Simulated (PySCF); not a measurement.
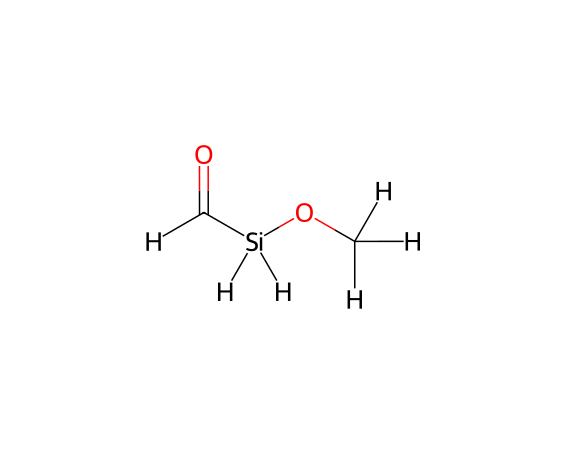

Figure made from data computed with PySCF.

A structural formula.

Q: Transcribe the drawing into SMILES.

A: CO[SiH2]C=O

Q: Give the formula, hydrogens included.

A: C2H6O2Si.
